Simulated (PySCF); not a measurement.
**C7H9FSi (SMILES C/C=C\C1=C(F)C=C[SiH2]1): density, localisation and related maps**

```xyz
18

C     2.5449    0.5590   -0.1383
C     2.1206   -0.8654   -0.0094
C     0.8631   -1.3141    0.0685
C    -0.3469   -0.5409    0.0502
C    -1.5654   -1.1258    0.1378
F    -1.7360   -2.4641    0.2435
C    -2.7519   -0.3063    0.1225
C    -2.5320    1.0119    0.0190
Si   -0.6774    1.3220   -0.0767
H     2.1021    1.0184   -1.0212
H     3.6265    0.6303   -0.2165
H     2.2224    1.1383    0.7265
H     2.9184   -1.5952    0.0252
H     0.7143   -2.3847    0.1595
H    -3.7194   -0.7817    0.1938
H    -3.3354    1.7278   -0.0034
H    -0.1778    2.0809    1.0697
H    -0.2790    1.8959   -1.3623
```

Geometry: GFN2-xTB.

Level of theory: PBE0/pcSseg-1, SCF density, gas phase, non-relativistic (PySCF).

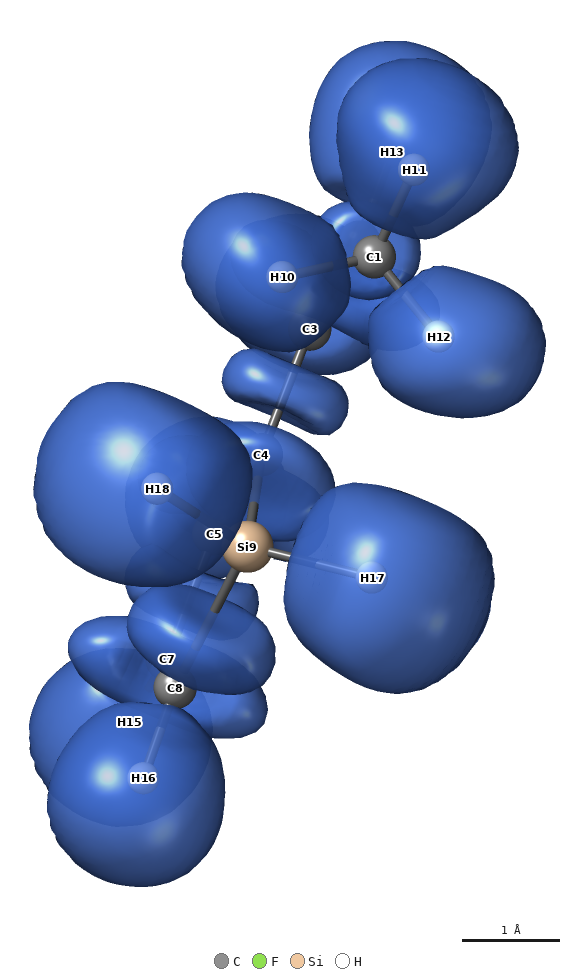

Figure 1. Isosurface of the ELF at 0.75 (blue), seen at an oblique angle. Only the valence region is drawn (cores and ρ < 0.01 e/Å³ removed).

> Describe the localisation domains.

At this value the surface marks out six regions between bonded C–C atoms (shared pairs), two regions between bonded C–Si atoms (shared pairs), nine regions around hydrogen nuclei and one region on F in which the atom's valence shell and bonds are merged. Profiles from the grid: C–C (1.34 Å): the ELF peaks at about 0.95 between the atoms: a multiple bond. C–F (1.35 Å): the ELF peaks at about 0.85 between the atoms: a polar covalent bond.

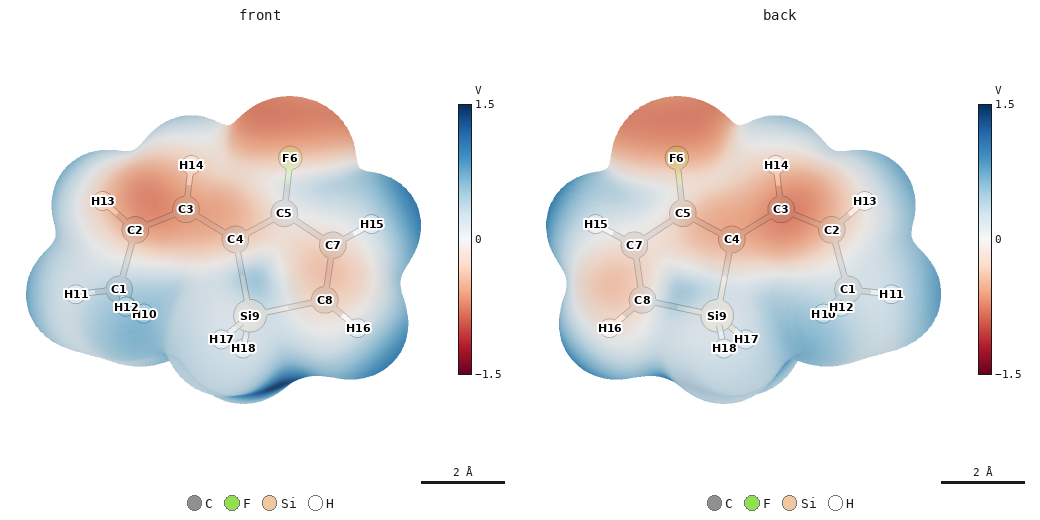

Figure 2. The electrostatic potential painted on the density surface at 0.002 e/bohr³, seen from the front and from behind; the colour scale runs from red (negative) to blue (positive).

> Where is the surface potential most negative and most positive?

The most negative region (about −0.8 V, or −18 kcal/mol for a unit charge) lies over C2, C3 and F6, the most positive (about +1.4 V, or +32 kcal/mol for a unit charge) over Si9.

> What dipole moment does the calculation give?

Its dipole moment is 1.68 D.

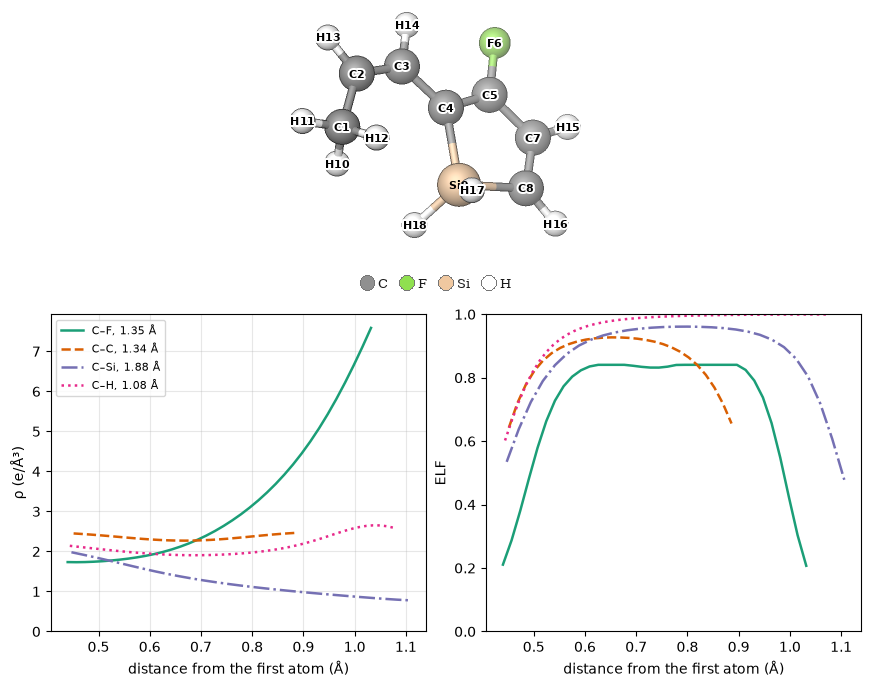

Figure 3. Electron density and ELF along straight lines between neighbouring atoms. The curves leave out the atomic cores. The structure is drawn too.

> Compare the contacts.

C–F (1.35 Å): the density is about 2.2 e/Å³ at the midpoint, with its minimum of 1.7 e/Å³ about 0.5 Å from C; the ELF peaks at about 0.85 between the atoms: a polar covalent bond.
C–C (1.34 Å): ρ is about 2.3 e/Å³ halfway; the ELF peaks at about 0.95 between the atoms; a multiple bond.
C–Si (1.88 Å): the density is about 0.93 e/Å³ at the midpoint; the ELF peaks at about 0.95 between the atoms, as expected for a shared electron pair.
C–H (1.08 Å): the density is about 2 e/Å³ at the midpoint; the ELF climbs to about 1 towards the hydrogen, as it does in any bond to H: a covalent bond by its length.
